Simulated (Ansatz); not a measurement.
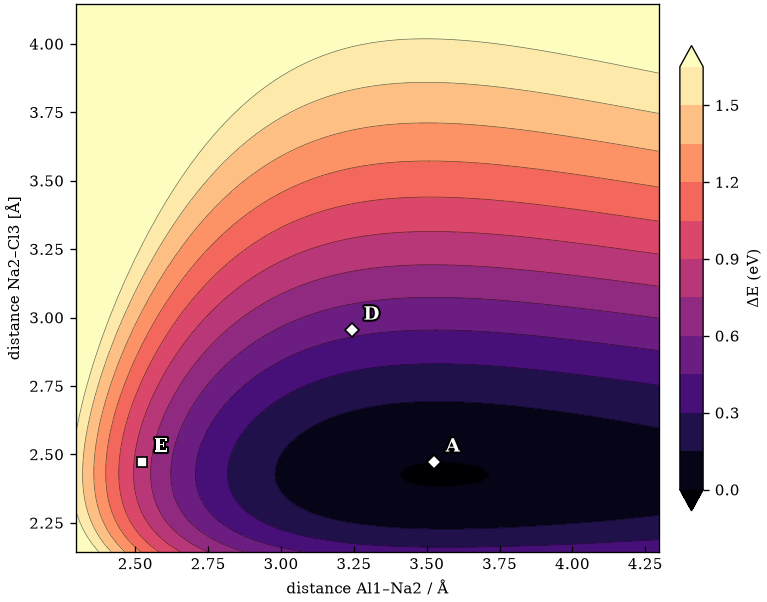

The system Al + NaCl, spin multiplicity 2. First axis: distance Al1–Na2. Second axis: distance Na2–Cl3. Nothing is relaxed (the angle Al1–Na2–Cl3 is fixed at 180 degrees). Grid: 17 × 17 points. Points are written as (first, second). Energies: eV, counted from the lowest grid point. Computed with UHF/def2-SVPD (Ansatz).

In the figure: filled contours, one colour for all values above the top of the scale, lettered points. Between grid points the surface is interpolated.

Is E the lowest point of the computed grid?

Answer. No. E lies 0.83 eV above the lowest grid point, which is at (3.525 Å, 2.474 Å).

What kind of point is each of A, D, E: minimum, saddle, maximum or slope?

Answer. A: minimum; D: on a slope; E: on a slope. (In these two coordinates alone; a stationary point may lie a little off the grid point.)
